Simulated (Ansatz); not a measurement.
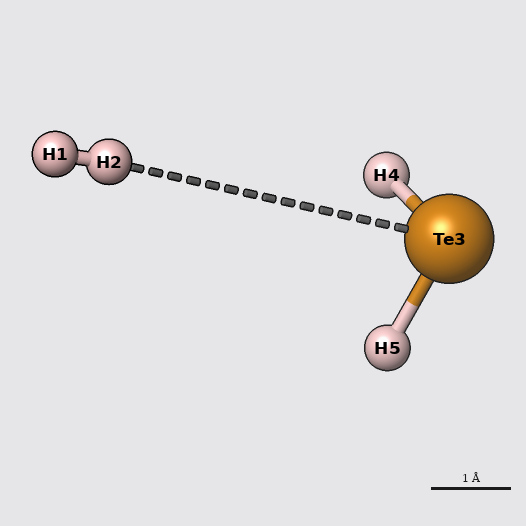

Two molecules or ions; the broken line marks their closest contact (measured against van der Waals radii). Geometry: a pair of rigid molecules at a changed separation. Program: Ansatz 0.2.0.

Question: Which two species are they?

Answer: H2 and H2Te (`[H][H].[TeH2]`).

Question: How long is the contact?

Answer: H2···Te3 is 5.24 Å.

Give the counterpoise-corrected interaction energy (kJ/mol, monomers kept as in the pair) with RHF-CCSD(T) (frozen core)/def2-TZVPPD; ωB97M-V/def2-TZVPPD; PBE-D4/def2-TZVPPD; PBE0-D4/def2-TZVPPD; B3LYP-D4/def2-TZVPPD; r2SCAN-D4/def2-TZVPPD.

```tsv
level	interaction energy (kJ/mol)
RHF-CCSD(T) (frozen core)/def2-TZVPPD	−0.4
ωB97M-V/def2-TZVPPD	−0.4
PBE-D4/def2-TZVPPD	−0.6
PBE0-D4/def2-TZVPPD	−0.5
B3LYP-D4/def2-TZVPPD	−0.3
r2SCAN-D4/def2-TZVPPD	−0.3
```
